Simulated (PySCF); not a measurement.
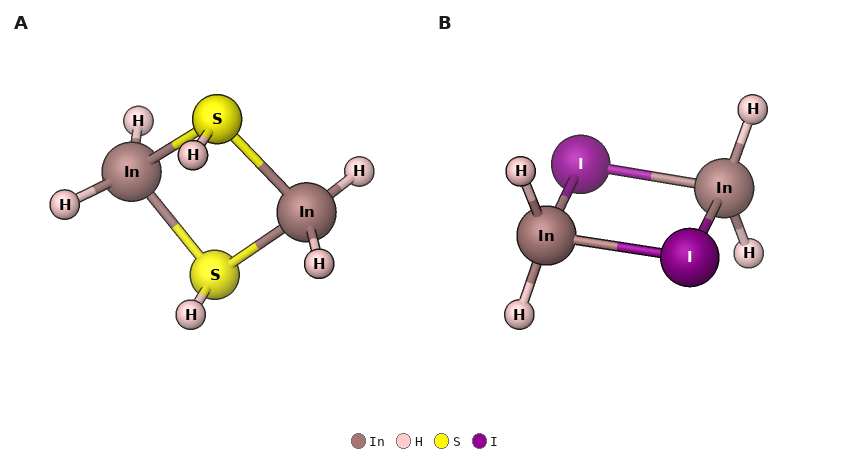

Two related species, optimised with PBE0-D3(BJ)/def2-SVP; properties computed with PySCF 2.14.0. Both: charge 0, singlet.

Identify both.

Answer. A is (H2In-mu-SH)2, B is (H2In-mu-I)2.

Compare them. With PBE0/def2-SVPD, core potentials on In: dipole moment (D), HOMO–LUMO gap (eV), HOMO energy (Kohn–Sham orbital) (eV), lowest vertical singlet excitation (eV), mean static polarisability (bohr³).

```tsv
quantity	A	B
dipole moment (D)	1.34	0.04
HOMO–LUMO gap (eV)	6.94	6.00
HOMO energy (Kohn–Sham orbital) (eV)	−7.90	−7.57
lowest vertical singlet excitation (eV)	5.74	4.88
mean static polarisability (bohr³)	122.4	151.4
```

Each is one conformer, and no frequency run is at hand to confirm it as a minimum.
